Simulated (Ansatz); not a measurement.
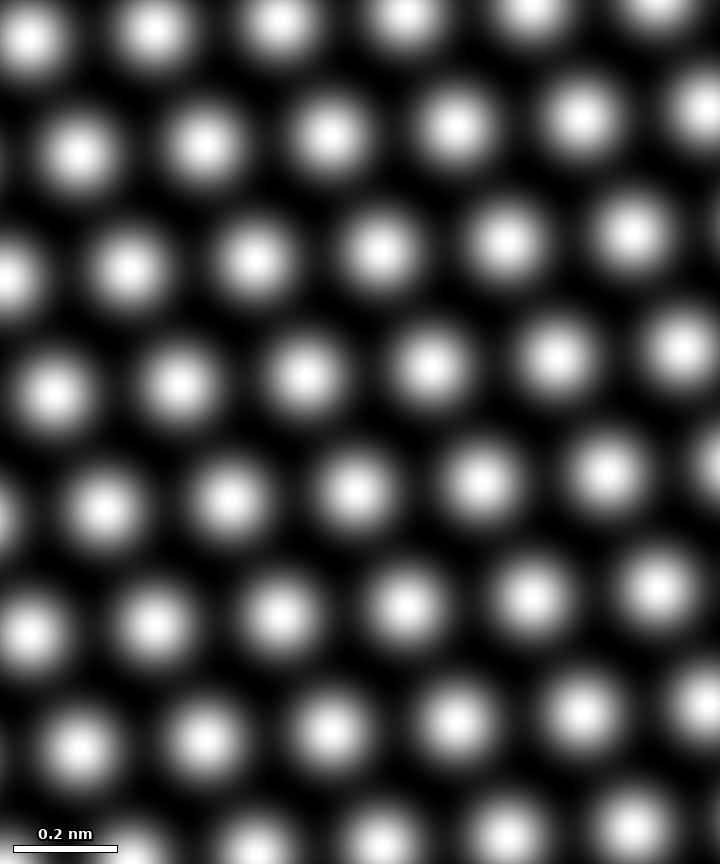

Dark-field STEM-like image of Ag (Fm-3m, No. 225). The image is simulated as a sum over atoms of Z^1.7, blurred by a 1.30 Å probe (no channelling). The probe carries 25 % of its weight in a tail 2.5 times as wide. Atomic positions: the input geometry of an electronic-structure calculation (not necessarily at equilibrium).

Space group Fm-3m (No. 225). a = 4.001 Å, b = 4.001 Å, c = 4.001 Å, α = 90.00°, β = 90.00°, γ = 90.00°
```
atom  site  symmetry       x       y       z
  Ag    4a      m-3m  0.0000  0.0000  0.0000
```

Question: Which beam direction gives this image, [110], [111], [211] or [221]? (Directions equivalent by symmetry count as one.)

Answer: [110]. The projected cells are 2.45 × 2.45 Å, 109° for [110]; 1.63 × 1.63 Å, 120° for [111]; 1.41 × 2.31 Å, 90° for [211]; 0.94 × 1.49 Å, 108° for [221], and the image repeats as the [110] one does.
